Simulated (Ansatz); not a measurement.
# GaBGeH (doublet): trial inputs and their diagnosis

3 inputs are run for GaBGeH (doublet) as typed; the log has to tell whether the result can be used and what must change.

Method: the settings change from run to run; program: Ansatz 0.2.0, Gaussian basis.

37 further runs of the same task are left out: 1 for a known fault of the program, 2 for a mislabelled method, 17 that didn't finish, 17 set aside as unsound or not needed.

### 1 The system

The geometry is a PBE0/def2-TZVP stationary point (not a proven minimum). No spin-orbit coupling is included. The filled d shell of Ge, Ga may be among the frozen orbitals whatever the setting's name suggests; the logs give the count.

4 atoms, charge 0, spin multiplicity 2.

Atoms are counted from 1 here; the program's logs count them from 0.

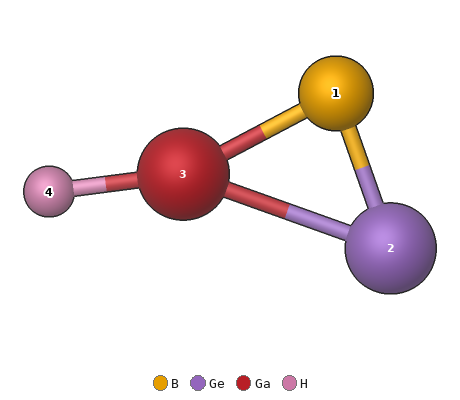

The geometry (boron amber, germanium purple, gallium red, hydrogen pink); atoms are numbered from 1 in the order of the file.

Geometry (Å):

```xyz
4
BGaGeH
B     0.0000   -1.3705    0.0970
Ge    0.0000    0.1309    1.2513
Ga    0.0000    0.0654   -1.2800
H     0.0000    0.7400   -2.6815
```

### 2 Try 1

in.yaml

```yaml
crystal:
  periodic: [false, false, false]
  atoms:
    - {symbol: B, position_ang: [0.000000, -1.370482, 0.096984]}
    - {symbol: Ge, position_ang: [0.000000, 0.130907, 1.251342]}
    - {symbol: Ga, position_ang: [0.000000, 0.065420, -1.279968]}
    - {symbol: H, position_ang: [0.000000, 0.739999, -2.681488]}
basis:
  gaussian: {orbitals: cc-pVDZ}
magnetization: {spin_polarized: false, initial_magnetization: 1}
correlation: {method: sc_nevpt2, electrons: outside_noble_gas, active_space: {window: {electrons: 3, orbitals: 3}, states: [{multiplicity: 2, weights: [1, 1]}], root: 5}}
accuracy: high
```

Command:

```
$ ansatz run in.yaml --threads 1 --pin off --events-out ev --progress --plain --max-ram 2393MiB
```

The program printed:

```text
Error: the active space averages no state 5, counted from zero
```

Run time: 0.06 s. Hardware: 1 thread of AMD EPYC, shared host.

Diagnosis: The run was refused. The root asked for lies beyond the states averaged. To mend it, average more states or name a lower root.

### 3 Try 2

in.yaml

```yaml
crystal:
  periodic: [false, false, false]
  atoms:
    - {symbol: B, position_ang: [0.000000, -1.370482, 0.096984]}
    - {symbol: Ge, position_ang: [0.000000, 0.130907, 1.251342]}
    - {symbol: Ga, position_ang: [0.000000, 0.065420, -1.279968]}
    - {symbol: H, position_ang: [0.000000, 0.739999, -2.681488]}
basis:
  gaussian: {orbitals: cc-pVDZ, point_charges: [{charge: -0.50, position_ang: [4.478, -0.839, 0.072]}]}
magnetization: {spin_polarized: true, initial_magnetization: 2}
hamiltonian: {xc: hf}
output: {orbitals: {seedname: orbitals}}
```

Same command.

The program printed:

```text
Error: a molecule whose nuclei and cores have a total charge of 69 cannot have a net charge of 0 together with 2 unpaired electrons
```

Wall time 0.07 s (1 thread of AMD EPYC, shared host).

Diagnosis: The run was refused. The number of unpaired electrons doesn't fit the electron count. Fix: make charge and initial_magnetization agree.

### 4 Try 3

in.yaml

```yaml
crystal:
  periodic: [false, false, false]
  atoms:
    - {symbol: B, position_ang: [0.300000, 0.130907, 1.551342]}
    - {symbol: Ge, position_ang: [0.000000, 0.130907, 1.251342]}
    - {symbol: Ga, position_ang: [0.000000, 0.065420, -1.279968]}
    - {symbol: H, position_ang: [0.000000, 0.739999, -2.681488]}
basis:
  gaussian: {orbitals: STO-3G}
magnetization: {spin_polarized: true, initial_magnetization: 1}
hamiltonian: {pseudopotentials: {relativity: none}}
correlation: {method: mp2, electrons: outside_noble_gas}
scf: {lower_state_search: light}
```

Same command.

The program printed (excerpt; [...] marks lines left out):

```text
Functional definition: HF
  name "HF"
  cite "Fock, Z. Phys. 61, 126 (1930) doi:10.1007/BF01340294"
  parent pbe
[...]
432 factors; integrals over basis functions are off by at most 4.5e-5 eV
[...]
mean field -107588.18099510 eV, -3953.7927256818 hartree, gradient 1.4e-10 eV, S^2 2.508458; 25 other end points of the search recorded, 0 dependent functions left out
29 core orbitals not correlated: weight in the atoms' cores, before any rotation towards them, 0.073 or more for the frozen orbitals, at most 0.271 for the correlated occupied ones
reference -107588.18099510 eV, -3953.7927256818 hartree; 6, 5 occupied and 7, 8 virtual orbitals, 432 factors
second order -0.84914487 eV of doubles, -0.00000000 eV of singles
Total energy: -107589.03013998 eV, -3953.8239311803 hartree
```

It took 60 s on 1 thread of AMD EPYC, shared host.

**Diagnosis.** The run converged, which proves nothing about the input. One atom lies on top of another. The shortest distance is 0.42 Å, against 1.56 Å in the geometry of step 1. Its energy belongs to another geometry. Fix: restore its position.

### 5 Summary

```
try                level      ended                                                            cause    time
  1  NEVPT2(3,3)/cc-pVDZ    refused               the root asked for lies beyond the states averaged  0.06 s
  2           HF/cc-pVDZ    refused  the number of unpaired electrons doesn't fit the electron count  0.07 s
  3    MP2 on UHF/STO-3G  converged                                  one atom lies on top of another    60 s
```

2 refused, 1 converged. The input that converges on a wrong geometry or spin is the dangerous one: no error points at it, so geometry and ⟨S²⟩ have to be checked.
